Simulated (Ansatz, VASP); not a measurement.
**Cross-check of InAs between VASP and Ansatz**

Wanted: the spread between two codes on one cell, functional and k mesh.

Program: Ansatz 0.2.0. Level of theory: plane waves, with VASP 6.6.1 beside it; single point at PBEsol. Results are calculated unless marked as measured.

The database entry behind the starting cell differs from later determinations by our own check (about 0.4 % short), so it need not match the best structure at ambient conditions.

## Step 1: The starting structure

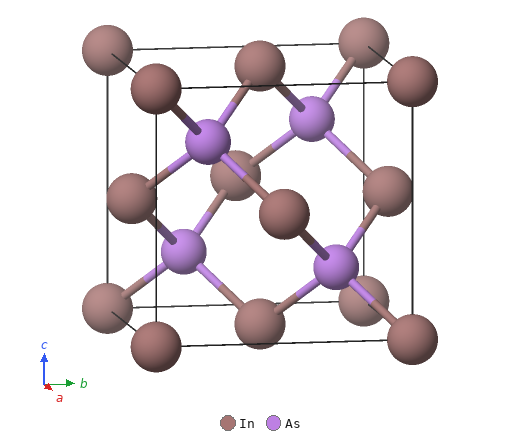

The cell as given, slightly off an axis (indium brown, arsenic purple). This picture shows the conventional cell, with its axes. Bonds to atoms that aren't drawn are left out. Some periodic images of atoms are drawn too.

Coordinates:

```
In As
1.0
     0.00000    3.01800    3.01800
     3.01800    0.00000    3.01800
     3.01800    3.01800    0.00000
In As
1 1
Direct
  0.00000 0.00000 0.00000
  0.75000 0.75000 0.75000
```

## Step 2: VASP: single point, PBEsol

A single point gives forces, pressure and levels at one fixed geometry, so differences don't come from the geometry; what else differs is listed under the comparison.

Lines of VASP's logs that name or quote its potential files are left out, and so is its time.

Contents of INCAR:

```
SYSTEM = InAs
PREC = Accurate
ENCUT = 400
EDIFF = 1E-07
NELM = 100
ISMEAR = 0
SIGMA = 0.01
LREAL = .FALSE.
ALGO = Normal
GGA = PS
NBANDS = 15
LORBIT = 11
LWAVE = .FALSE.
LCHARG = .FALSE.
KPAR = 2
```

Contents of POSCAR:

```
InAs
1.0
    0.0000000000      3.0180000000      3.0180000000
    3.0180000000      0.0000000000      3.0180000000
    3.0180000000      3.0180000000      0.0000000000
In As
1 1
Direct
    0.0000000000      0.0000000000      0.0000000000
    0.7500000000      0.7500000000      0.7500000000
```

Contents of KPOINTS:

```
Automatic mesh
0
Gamma
7 7 7
0 0 0
```

The projector-augmented-wave data sets are In_d and As (PBE family, release 64).

Started as:

```bash
> mpirun -np 2 vasp_std
```

Numbers of over 12 decimals in the logs are rounded to 6 here.

What it wrote:

```text
[banner, memory and clock lines left out]
running    2 mpi-ranks, on    1 nodes
 distrk:  each k-point on    1 cores,    2 groups
 distr:  one band on    1 cores,    1 groups

 POSCAR found type information on POSCAR InAs
 POSCAR found :  2 types and       2 ions
|                                                                             |
|               ----> ADVICE to this user running VASP <----                  |
|                                                                             |
|     You enforced a specific xc type in the INCAR file but a different       |
|     [... a line on the potential file left out ...]
|     I HOPE YOU KNOW WHAT YOU ARE DOING!                                     |
|                                                                             |

 LDA part: xc-table for (Slater+PW92), standard interpolation
 POSCAR, INCAR and KPOINTS ok, starting setup
 FFT: planning ... GRIDC
 FFT: planning ... GRID_SOFT
 FFT: planning ... GRID
 WAVECAR not read
 entering main loop
       N       E                     dE             d eps       ncg     rms          rms(c)
DAV:   1     0.105457273761E+03    0.10546E+03   -0.72296E+03   600   0.106E+03
DAV:   2    -0.186164702496E+01   -0.10732E+03   -0.10302E+03   649   0.277E+02
DAV:   3    -0.860463851699E+01   -0.67430E+01   -0.67167E+01   775   0.743E+01
DAV:   4    -0.876963392895E+01   -0.16500E+00   -0.16496E+00   746   0.128E+01
DAV:   5    -0.877608403465E+01   -0.64501E-02   -0.64500E-02   855   0.210E+00    0.449E+00
DAV:   6    -0.850670472919E+01    0.26938E+00   -0.41165E-01   915   0.122E+01    0.248E+00
DAV:   7    -0.847399333121E+01    0.32711E-01   -0.11300E-01   818   0.350E+00    0.697E-01
DAV:   8    -0.847239995427E+01    0.15934E-02   -0.12928E-02   775   0.137E+00    0.203E-01
DAV:   9    -0.847263146540E+01   -0.23151E-03   -0.87351E-04   698   0.263E-01    0.114E-01
DAV:  10    -0.847270178668E+01   -0.70321E-04   -0.12953E-04   900   0.177E-01    0.647E-02
DAV:  11    -0.847271983017E+01   -0.18043E-04   -0.54673E-05   663   0.111E-01    0.459E-02
DAV:  12    -0.847271996998E+01   -0.13982E-06   -0.51613E-06   674   0.281E-02    0.727E-03
DAV:  13    -0.847272001554E+01   -0.45555E-07   -0.12127E-06   796   0.615E-03    0.321E-03
DAV:  14    -0.847271994190E+01    0.73636E-07   -0.63882E-08   518   0.262E-03
   1 F= -.84727199E+01 E0= -.84726975E+01  d E =-.449744E-04
```

Parts of OUTCAR (step 2):

```text
ion  position               nearest neighbor table
   1  0.000  0.000  0.000-   2 2.61   2 2.61   2 2.61   2 2.61
   2  0.750  0.750  0.750-   1 2.61   1 2.61   1 2.61   1 2.61

  LATTYP: Found a face centered cubic cell.
 ALAT       =     6.0360000000

 Subroutine GETGRP returns: Found 24 space group operations
 (whereof 24 operations were pure point group operations)

The static configuration has the point symmetry T_d .

 Found     20 irreducible k-points:

   k-points           NKPTS =     20   k-points in BZ     NKDIM =     20   number of bands    NBANDS=     15

   dimension x,y,z NGX =    28 NGY =   28 NGZ =   28
   dimension x,y,z NGXF=    56 NGYF=   56 NGZF=   56

   ENCUT  =  400.0 eV  29.40 Ry    5.42 a.u.   6.96  6.96  6.96*2*pi/ulx,y,z

   NELECT =      18.0000    total number of electrons

 k-points in reciprocal lattice and weights: Automatic mesh
   0.00000000  0.00000000  0.00000000       0.003
   0.14285714  0.00000000  0.00000000       0.023
   0.28571429  0.00000000  0.00000000       0.023
   0.42857143  0.00000000  0.00000000       0.023
   0.14285714  0.14285714  0.00000000       0.017
   0.28571429  0.14285714  0.00000000       0.070
   0.42857143  0.14285714  0.00000000       0.070
  -0.42857143  0.14285714  0.00000000       0.070
  -0.28571429  0.14285714  0.00000000       0.070
[...]
-0.42857143  0.42857143  0.14285714       0.070
  -0.28571429  0.42857143  0.14285714       0.070

 average (electrostatic) potential at core
       1 -96.3833       2 -49.4443

 E-fermi :   4.4356

 k-point     1 :       0.0000    0.0000    0.0000
  band No.  band energies     occupation
    ...
      6      -7.4946      2.00000
      7       4.1753      2.00000
      8       4.4326      1.33334
      9       4.4326      1.33334
     10       4.4326      1.33332
     11       8.2865      0.00000
     12       8.2865      0.00000
     13       8.2865      0.00000
     14      11.7749      0.00000
     15      14.1103      0.00000

 k-point     2 :       0.1429    0.0000    0.0000
  band No.  band energies     occupation
    ...
      5      -9.7861      2.00000
      6      -7.2808      2.00000
      7       2.2429      2.00000
      8       4.1844      2.00000
      9       4.1844      2.00000
     10       5.5689      0.00000
     11       8.5218      0.00000
     12       8.6417      0.00000
     13       8.6417      0.00000
     14      12.7695      0.00000
    ...

 k-point     3 :       0.2857    0.0000    0.0000
  band No.  band energies     occupation
    ...
      5      -9.7837      2.00000
      6      -6.7147      2.00000
      7       0.2077      2.00000
      8       3.7459      2.00000
      9       3.7459      2.00000
     10       5.5571      0.00000
     11       9.0679      0.00000
     12       9.0679      0.00000
     13       9.9574      0.00000
     14      12.5067      0.00000
    ...

  Total        0.5554288      0.5554288      0.5554288      0.0000000      0.0000000     -0.0000000
  in kB       16.1864390     16.1864390     16.1864390      0.0000000      0.0000000     -0.0000000
  external PRESSURE =      16.1864390 kB  Pullay stress =       0.0000000 kB

  energy-cutoff  :      400.00
  volume of cell :       54.98
      direct lattice vectors                 reciprocal lattice vectors
     0.000000000  3.018000000  3.018000000    -0.165672631  0.165672631  0.165672631
     3.018000000  0.000000000  3.018000000     0.165672631 -0.165672631  0.165672631
     3.018000000  3.018000000  0.000000000     0.165672631  0.165672631 -0.165672631

 POSITION                                       TOTAL-FORCE (eV/Angst)
 -----------------------------------------------------------------------------------
      0.00000      0.00000      0.00000         0.000000      0.000000      0.000000
      4.52700      4.52700      4.52700        -0.000000     -0.000000     -0.000000
 -----------------------------------------------------------------------------------
    total drift:                               -0.000000     -0.000000     -0.000000

  FREE ENERGIE OF THE ION-ELECTRON SYSTEM (eV)
  ---------------------------------------------------
  free  energy   TOTEN  =        -8.4727199419 eV

  energy  without entropy=       -8.4726749675  energy(sigma->0) =       -8.47269745

 total charge
# of ion       s       p       d       tot
------------------------------------------
    1        0.849   0.743   9.890  11.482
    2        1.222   1.567   0.023   2.812
--------------------------------------------------
tot          2.071   2.310   9.912  14.294

[... 3 further parts left out ...]
```

The run ends at a pressure of 1.62 GPa.

## Step 3: Ansatz: single point, PBEsol

Ansatz runs on its default PAW (the set named soft_2) files.

The same cell, functional, mesh and smearing now go to Ansatz, which takes its cutoff from its data sets.

Contents of input.yaml:

```yaml
crystal:
  lattice:
    - [0.0, 3.018, 3.018]
    - [3.018, 0.0, 3.018]
    - [3.018, 3.018, 0.0]
  atoms:
    - { symbol: In, position: [0.0, 0.0, 0.0] }
    - { symbol: As, position: [0.75, 0.75, 0.75] }
hamiltonian:
  xc: pbesol
  pseudopotentials: { kind: paw }
kpoints:
  mp_grid: { grid: [7, 7, 7] }
scf:
  occupations: { method: gaussian, width: 0.01 }
  n_extra_bands: 4
output:
  forces: true
  stress: true
  eigenvalues: true
```

Started as:

```bash
> ansatz run input.yaml --threads 2 --pin off --max-ram 4608MiB --backend cpu --events-out ev --progress --plain --runs-dir out
```

What it wrote:

```text
scf.n_extra_bands = 4 over 14 filled bands (N_el = 28.0): the run solves 18 bands
Engine: ansatz 0.2.0, aarch64-unknown-linux-gnu
Pseudopotentials: kind: paw
Pseudopotential: In, paw, valence charge 13, recommended cutoff 420 eV (normal), In.paw.azcp
Pseudopotential: As, paw, valence charge 15, recommended cutoff 420 eV (normal), As.paw.azcp
Functional definition: PBEsol
  exchange = pbesol_x
  correlation = pbesol_c
Crystal: 2 atoms, lattice volume = 54.978 Å³
Basis set: ecut = 420 eV, 1067 PW (Γ), exchange–correlation on 60×60×60 points (8 copies of the dense FFT grid, shifted against one another)
Bands: 18, of which v1, the nominal top of the filled ones, is band 14 counted from 1 (13 counted from 0)
Symmetry: 24 space group operations
Space group: F-43m (ITA 216), of the structure as read, at distance tolerance 3.8e-5 Å
k-points: 20 of 343 (time reversal used)
Non-local potential: In, projectors of the file, l = 0: 2, l = 1: 2, l = 2: 2, l = 3: 2
Non-local potential: As, projectors of the file, l = 0: 2, l = 1: 2, l = 2: 3, l = 3: 1
PAW form: soft (Blöchl's): semilocal exchange-correlation on the pseudo side does not see the compensation charge
PAW frozen core: In, regenerated for the run's functional, and the local potential with it (the file was generated under x = pbe(κ = 0.804, μ = 0.219515), c = pbe(β = 0.066725))
PAW frozen core: As, regenerated for the run's functional, and the local potential with it (the file was generated under x = pbe(κ = 0.804, μ = 0.219515), c = pbe(β = 0.066725))
PAW one-centre angular grid: In, 590 points (default); XC on 64 Gauss nodes
PAW one-centre angular grid: As, 590 points (default); XC on 64 Gauss nodes
Initial density: superposition of atomic densities (neutral atoms: chi_scale 0, normalization atom), corrected by the library's trained network
Initial wavefunctions: pseudopotential atomic-orbital guess
Functional: x = pbesol(κ = 0.804, μ = 0.123457), c = pbesol(β = 0.046)
SCF iter   1: F=—  HF=-10338.820101 eV  |F-HF|=—  |Δ(HF+E_count)|=         —  Δρ=4.33e-3  dr2=1.71e-2  ethr=1.77e-3  ⟨swp⟩=6.0  Hψ=1777  notcnv=0
preconditioner: auto → none  [insulator: Δε(μ)=0.869 eV  Ē_g=14.648 eV  σ=0.010 eV  W_gap=0.67  n_scr=14 (ndim 8)  ℏωp=21.2 eV  f_vac=0.106  D(μ)=0.90/eV (n_scr^D=0)  ε∞_Penn≈3.1]
SCF iter   2: F=—  HF=-10338.813459 eV  |F-HF|=—  |Δ(HF+E_count)|=   6.64e-3  Δρ=1.38e-3  dr2=8.47e-4  ethr=6.11e-5  ⟨swp⟩=2.5  Hψ=716  notcnv=0
SCF iter   3: F=—  HF=-10338.813345 eV  |F-HF|=—  |Δ(HF+E_count)|=   1.14e-4  Δρ=4.63e-4  dr2=1.19e-4  ethr=3.02e-6  ⟨swp⟩=2.0  Hψ=720  notcnv=0
SCF iter   4: F=—  HF=-10338.813372 eV  |F-HF|=—  |Δ(HF+E_count)|=   2.76e-5  Δρ=1.95e-4  dr2=1.30e-5  ethr=4.27e-7  ⟨swp⟩=2.0  Hψ=438  notcnv=0
SCF iter   5: F=—  HF=-10338.813383 eV  |F-HF|=—  |Δ(HF+E_count)|=   1.08e-5  Δρ=1.37e-5  dr2=6.60e-8  ethr=4.63e-8  ⟨swp⟩=2.0  Hψ=423  notcnv=0
SCF iter   6: F=-10338.813383 eV  HF=-10338.813383 eV  |F-HF|=5.06e-9  |Δ(HF+E_count)|=   3.85e-8  Δρ=3.32e-6  dr2=4.26e-9  ethr=2.36e-10  ⟨swp⟩=2.2  Hψ=1270  notcnv=0
SCF 1 converged in 6 iterations: F = -10338.813383 eV  dr2 = 4.26e-9
  greatest PAW one-centre occupation: 0.999 electrons in one spin orbital (limit 2), on the As atom at site 1 (counted from 0), in its partial waves of l = 2
SCF converged after 6 iterations
Free energy (F): -10338.813383 eV
Harris-Foulkes:  -10338.813383 eV  (|F-HF|=5.06e-9)
Internal energy: -10338.813338 eV  (E = F + TS)
E sigma→0 (E₀):  -10338.813361 eV
Entropy (-TS):   -0.000045 eV (-0.022 meV/atom)
Fermi energy:    7.788357 eV
--- Per-component energies (eV) ---
  E_band       = -313.874705
  E_kinetic    = 347.470466
  E_local      = -3270.512413  (includes V_loc(G=0)·N_el)
  E_nonlocal   = -299.736723
  E_hartree    = 1580.468409
  E_xc         = -292.186722
  E_vxc        = -179.219981  (∫ρ·V_xc dr)
  E_paw        = -5877.719304  (= ΣΔE_a)
  E_vpaw       = -72.812913  (= ΣTr[D̂ρ^β])
  E_aug_tail   = 0.000034  (compensation charges beyond the density's cutoff)
  E_ewald      = -2527.799418
  E_core_change = 1.202331  (= ΣΔE_core)
  E_smearing   = -0.000045  (= −TS)
  E_closure    = -0.000000  (closes the sum)
  Σ components = -10338.813383   (vs F -10338.813383, Δ=0.00e0)
--- Forces (eV/Å), atoms counted from 1 ---
  atom   1  In    -0.00000000    -0.00000000    -0.00000000
  atom   2  As     0.00000000    -0.00000000     0.00000000
  max |Σ_I F_I| component: 2.20e-16 eV/Å
--- Stress (GPa, compression-positive) ---
        1.529657       0.000000      -0.000000
       -0.000000       1.529657       0.000000
        0.000000       0.000000       1.529657
  P = ⅓ Tr σ = 1.5297 GPa (15.297 kbar)
--- Band table (eV; the first three rows and the last of 20) ---
  k-point 0: bands = [... 10 lower, -4.1431, 7.5227, 7.7853, 7.7853, 7.7853, 11.6532, 11.6532, 11.6532]
  k-point 1: bands = [... 10 lower, -3.9295, 5.5965, 7.5381, 7.5381, 8.9211, 11.8835, 12.0079, 12.0079]
  k-point 2: bands = [... 10 lower, -3.3646, 3.5660, 7.1009, 7.1009, 8.9134, 12.4340, 12.4340, 13.3126]
  k-point 19: bands = [... 10 lower, -2.0964, 2.0637, 4.5028, 5.3877, 10.9278, 12.3866, 13.2740, 14.2632]
```

Wall time 1.8 s (2 threads of Arm Neoverse N1, shared host); peak memory 0.3 GiB.

The column dr2 measures how far the density is from self-consistency, as an energy; F and HF (Harris–Foulkes) agree once it is small.

The run ends at a pressure of 1.53 GPa.

## Step 4: Comparison

Known differences besides the PAW data sets themselves: the data sets hold 28 valence electrons in Ansatz (default PAW (the set named soft_2) files) and 18 in VASP; the cutoff is 420 eV in Ansatz and 400 eV in VASP; Ansatz makes its cores anew for this functional, VASP keeps those of its PBE data sets; VASP leaves aspherical gradient terms in its spheres out (LASPH is not set), Ansatz keeps them. Total energies have different zeros and are not compared.

Compared:

```
      quantity  Ansatz  VASP  difference
pressure (GPa)    1.53  1.62       -0.09
```

Ansatz's pressure holds a Pulay correction of 0.03 GPa; VASP's holds none.

## Step 5: Outcome

```yaml
difference_in_pressure_single_point_pbesol: -0.089 GPa
```

The difference in pressure is -0.089 GPa (single point, PBEsol), within the 1 GPa picked in this series as the mark of a large difference. How closely two codes agree says nothing of how well the functional describes the real material.

[Lines on the potential files, build, host, timing and source positions are cut from VASP's logs without a mark.]

[Logs are printed without paths, hosts, clocks, repeated set-up lines and the standing remarks that a program may print on its own settings, such as how far it seeks lower states.]

[Hosts, paths, dates, database ids (printed as entryN), source tags and the programs' standing remarks are cut or masked in the printed files.]
